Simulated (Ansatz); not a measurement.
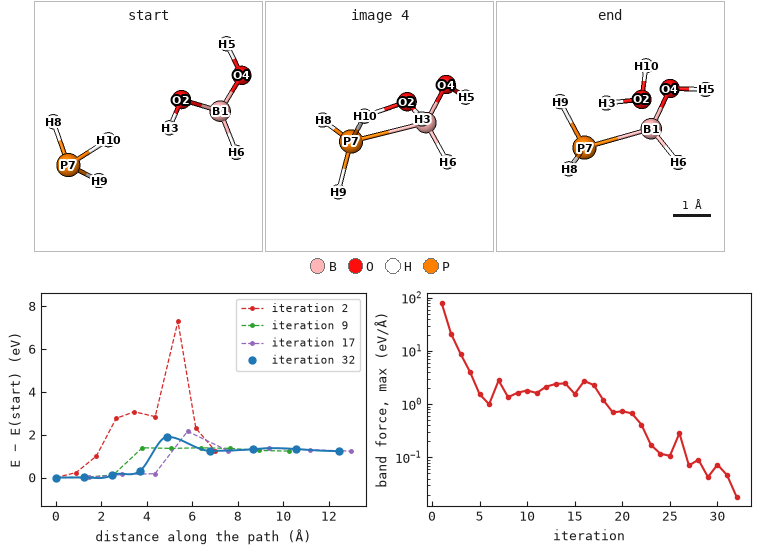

NEB run on BPH$_{6}$O$_{2}$, made up at the start of BH₃O₂ and PH₃. Images are numbered from 0 (start) to 8 (end). The plot follows the band through its iterations. A ball-and-stick model, seen from a free direction.

Method: Ansatz, RKS PBE/def2-SVP. Set-up: 7 movable images; climbing image; force threshold 0.03 eV/Å; iteration limit 60; starting path through a guess of the saddle point.

Did the band converge, and can the barrier be trusted?

The run is converged, with reservations. The band converged in 32 iterations. The largest component of the band force went from 80 to 0.018 eV/Å. The climbing image converged on the top of the path. Its vibrational analysis gives one imaginary mode (1026i cm⁻¹), as a transition state must have. The first iteration put the highest image at 27.61 eV. The energy climbs by 1.90 eV to image 4 and then falls by 0.67 eV, so the end point sits at +1.23 eV. The profile has 2 maxima (images 4, 7) with a dip at image 5 (+1.24 eV), so the process runs in steps.

Limits of the set-up: the start holds two separate molecules, 2.5 Å apart at their closest, whose relative position is a soft coordinate and is computed without a dispersion correction.

The run took 4.7 min on 2 threads of Arm Neoverse V2 (shared host), peak memory 0.11 GiB.
